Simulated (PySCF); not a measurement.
**C$_{5}$H$_{6}$, SMILES `C1C23CC13C2`: what the electrons do**

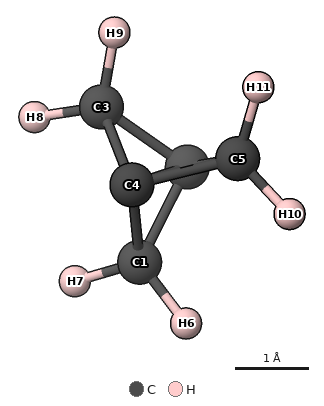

The molecule, with its atoms numbered as below. No frequency check shows the geometry to be a minimum.

Geometry (Å), atoms numbered from 1:

```
C1      -0.3315    1.2366    0.0000
C2       0.0001   -0.0002    0.8003
C3      -0.9054   -0.9052   -0.0000
C4       0.0001    0.0001   -0.8003
C5       1.2367   -0.3312    0.0000
H6       0.3889    2.0454    0.0001
H7      -1.3595    1.5770    0.0001
H8      -1.9658   -0.6860   -0.0001
H9      -0.6860   -1.9659   -0.0001
H10      2.0455    0.3888    0.0001
H11      1.5770   -1.3595   -0.0001
```

Part 1: Excited states

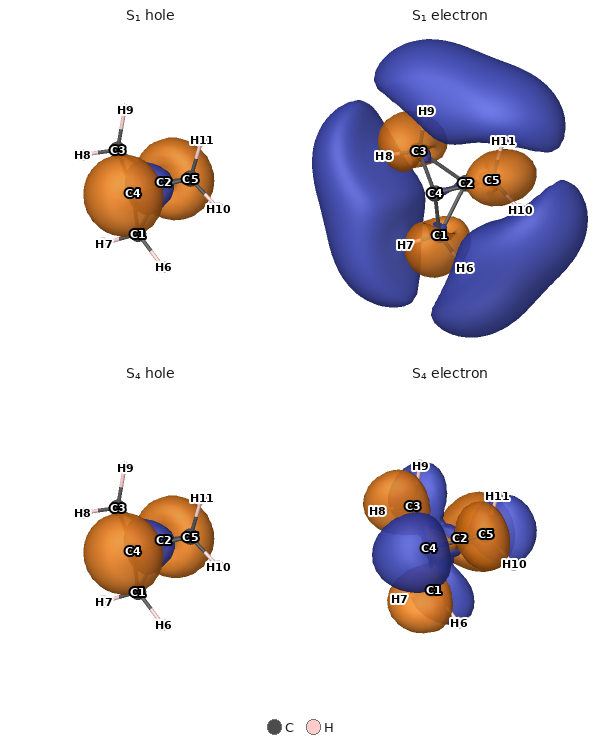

Leading natural transition orbitals (TDA singlet states).

PySCF calculation, B3LYP/def2-SVP, gas phase; geometry: GFN2-xTB. Without diffuse functions Rydberg states are missing, so the states' numbers hold for this basis only.

Q: Describe these excited states.

A: By state:
- S₁: 8.04 eV (154 nm), f = 0.000 (dark), partly diffuse acceptor orbital, which a basis without diffuse functions describes poorly; the leading pair carries 100 %; hole on C2 and C4 (42 % each), electron on H6, H7, H8, H9, H10 and H11 (11 % each) and C1, C3 and C5 (9 % each) (atom shares of so diffuse an orbital are rough); their centroids lie 0.0 Å apart; S₂ and S₃ lie within 0.1 eV of it.
- S₄: 8.35 eV (148 nm), f = 0.311 (bright); the leading pair carries 87 %; hole on C2 and C4 (39 % each) and C1, C3 and C5 (6 % each), electron on C2 and C4 (24 % each) and C1, C3 and C5 (14 % each); their centroids lie 0.0 Å apart.

Part 2: In an electric field

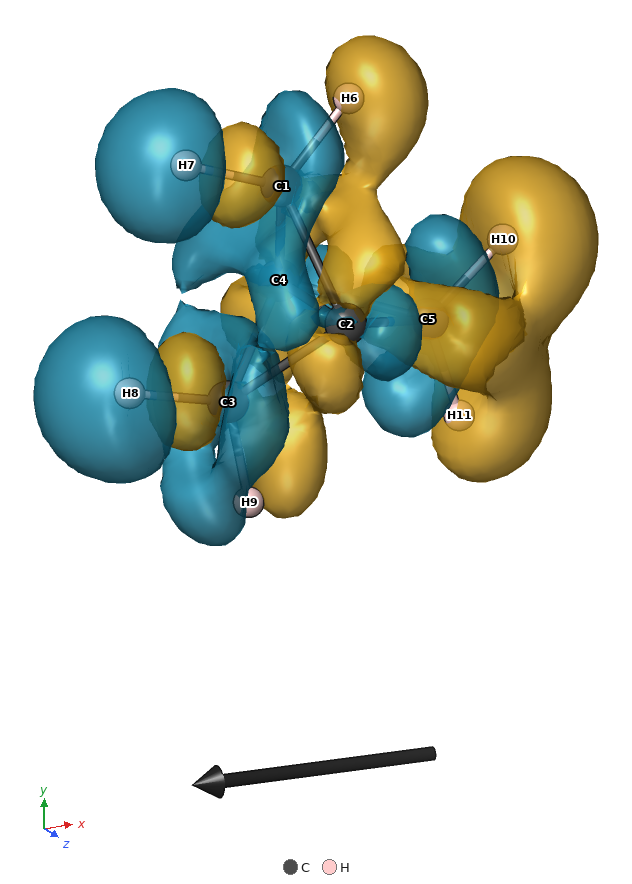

Change of the electron density in a uniform field of 0.21 V/Å along −x (arrow), surfaces at ±0.0015 e/Å³ (yellow: gain, teal: loss).

Method: TPSS/6-311+G**; geometry: GFN2-xTB; program: PySCF. The basis has diffuse s and p functions alone, which still leaves polarisabilities too small, most of all across bonds.

Q: How large is the response?

A: The induced dipole is 0.55 D (along the field); α along this axis, from the fields in both directions, is 54 bohr³ (8.0 Å³).

Q: Which atoms gain and lose the most charge?

A: Electrons gather most on H10 (Hirshfeld charge changes by −0.008 e) and leave H8 most (+0.009 e); 0.052 electrons are displaced in all.

Part 3: Removing or adding an electron

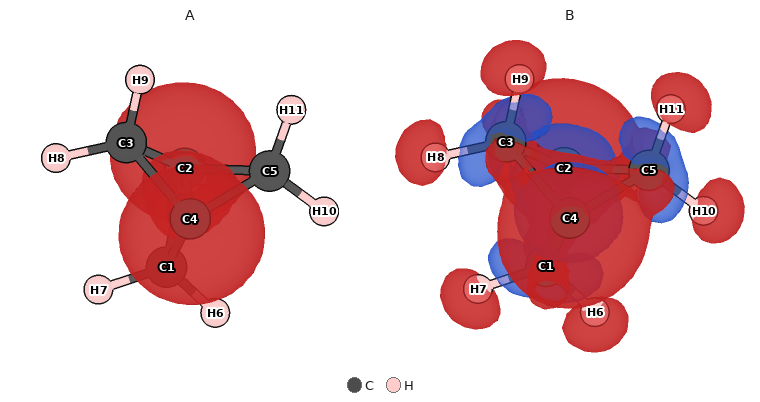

The Fukui function f⁻ from two separate SCF calculations and the density of the HOMO, at ±0.02 e/Å³ (red positive, blue negative).

Computed with PySCF, PBE0/def2-SVPD, geometry: GFN2-xTB.

Q: Which panel is which, and how good is the frozen-orbital picture?

A: B is f⁻ (it has negative regions), A the HOMO density. The HOMO lies on C2 and C4 (41 % each); f⁻ (Hirshfeld-condensed) is largest on C2 and C4 (0.26 each); the vertical ionisation energy is 9.69 eV (the stability of the cation's solution wasn't checked). Relaxation shifts 31 % of the electron between atoms. The orbital energy is −7.60 eV.
